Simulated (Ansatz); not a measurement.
The starting structures come from a database of crystals and need not be the phases stable at ambient conditions.

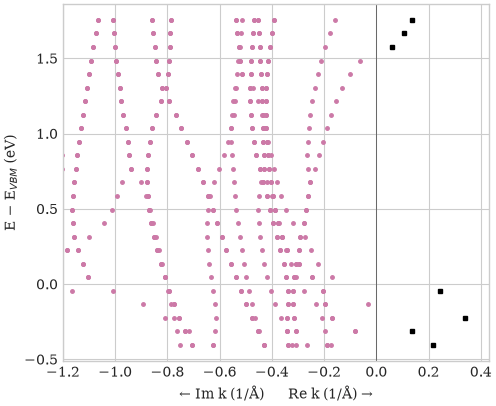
Figure. Complex bands at the centre of the two-dimensional zone; PBEsol (Ansatz, an electronic-structure program)

The gap is the functional's own, uncorrected, and κ follows it; spin-orbit coupling is left out. Mid-gap values are interpolated between the computed energies.

**Question.** This is Bi2O3 (P31c, not sure to be the ambient phase, 20 atoms a cell, 15.8 Å³ an atom) along the normal of (100). Read off the slowest decay at the centre of the two-dimensional zone at 0.77 eV, the computed energy nearest the middle of the gap.

**Answer.** κ ≈ 0.24 1/Å, a decay length 1/(2κ) of the density of 2.1 Å.
